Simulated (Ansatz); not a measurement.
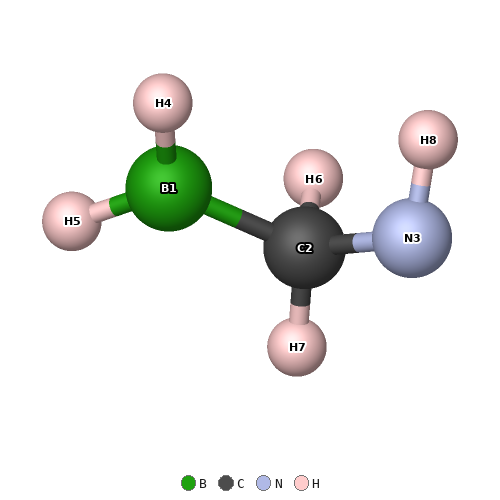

The system is CH₅BN, SMILES BC[NH], spin multiplicity 2; the picture shows the reference structure. First axis: bond length B1–C2. Second axis: dihedral H4–B1–C2–N3. Nothing is relaxed (all other coordinates rigid). The scan uses an 11 × 12 grid. Energies: eV, counted from the lowest grid point. The calculation used UKS PBE0-D4/def2-TZVP (Ansatz).

Its coordinates:

```xyz
8

B    -0.3512    0.6428   -0.7527
C     0.4682   -0.0567    0.3704
N     0.4478   -1.4698    0.4412
H    -1.2763    0.0884   -1.2698
H    -0.1070    1.7835   -1.0140
H    -0.1377    0.4364    1.1808
H     1.4817    0.3390    0.4815
H    -0.5255   -1.7636    0.5626
```

Range: bond length B1–C2 from 1.276 to 2.334 Å; dihedral H4–B1–C2–N3 from −180 to 150°.

What will the energy surface look like?

The lowest grid point is at bond length B1–C2 = 1.594 Å, dihedral H4–B1–C2–N3 = 30°. A higher local minimum lies near bond length B1–C2 = 1.594 Å, dihedral H4–B1–C2–N3 = −150° (0.032 eV above the lowest at that grid point). The highest grid point, bond length B1–C2 = 1.276 Å, dihedral H4–B1–C2–N3 = −60°, lies 2.40 eV above the lowest. On the interpolated surface the easiest way out of the lowest well to the well at about bond length B1–C2 = 1.56 Å, dihedral H4–B1–C2–N3 = −155° passes a barrier of about 0.43 eV, counted from the interpolated bottom of the well. Round the minimum the two coordinates are nearly uncoupled.

```tsv
dihedral H4–B1–C2–N3 ↓, bond length B1–C2 →	1.276	1.382	1.488	1.594	1.699	1.805	1.911	2.017	2.123	2.229	2.334
150	2.05	0.89	0.38	0.26	0.38	0.64	0.95	1.30	1.64	1.96	2.25
120	2.39	1.15	0.57	0.41	0.49	0.71	1.01	1.33	1.66	1.98	2.26
90	2.26	1.04	0.49	0.34	0.44	0.67	0.97	1.31	1.64	1.96	2.25
60	1.83	0.70	0.22	0.13	0.28	0.55	0.88	1.24	1.59	1.92	2.22
30	1.56	0.48	0.05	0.00	0.17	0.47	0.82	1.19	1.56	1.90	2.20
0	1.65	0.56	0.11	0.05	0.21	0.50	0.85	1.21	1.57	1.91	2.20
−30	2.06	0.88	0.37	0.25	0.36	0.61	0.93	1.27	1.61	1.94	2.23
−60	2.40	1.15	0.57	0.40	0.48	0.70	0.99	1.32	1.65	1.96	2.24
−90	2.25	1.04	0.49	0.34	0.43	0.67	0.97	1.30	1.64	1.95	2.24
−120	1.84	0.71	0.23	0.15	0.29	0.56	0.89	1.25	1.60	1.93	2.22
−150	1.59	0.52	0.08	0.03	0.20	0.50	0.85	1.22	1.58	1.91	2.21
−180	1.68	0.59	0.14	0.08	0.24	0.53	0.88	1.24	1.60	1.93	2.23
```

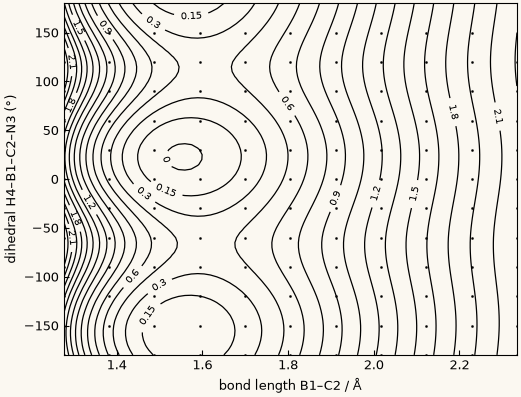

Drawn: contour lines labelled in eV, dots at the grid points. Between grid points the surface is interpolated.

Each point was launched as `ansatz run input.yaml --threads 1 --pin off --max-ram 2560MiB --backend cpu --events-out ev --progress --plain --runs-dir out`. The whole map (132 points run) took 13 min on 1 thread of Arm Neoverse V1, on a shared host.
